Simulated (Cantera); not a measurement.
Feed: 1 mol BN, 1.4 mol H2O, 28 mol N2, held at 0.00660 bar.

Method: chemical equilibrium by Gibbs-energy minimisation in Cantera with the NASA 1993 tables (ideal gas, pure condensed phases). Candidate condensed phases: B, BN, B2O3, B3O3H3, H2O; 39 gas species. Mutual solubility and eutectic melting of coexisting phases are not modelled. The numbers say what is thermodynamically allowed, not how fast it happens.

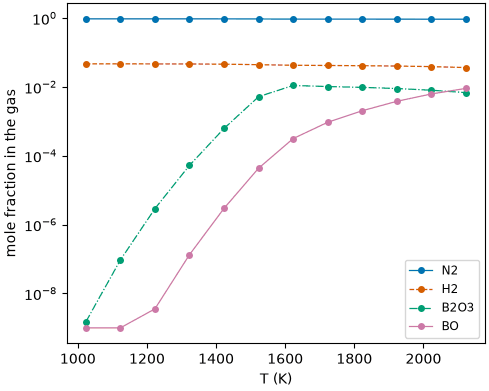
Equilibrium gas composition (values under 1e-9 drawn at 1e-9)

From 1023 K to 1523 K the condensed part is BN(s) + B2O3(l). At 1623 K the condensed part is BN(s). From 1723 K to 2123 K nothing is condensed. The main B-bearing gas is HBO2 at 1023 K and B2O3 at 2123 K.
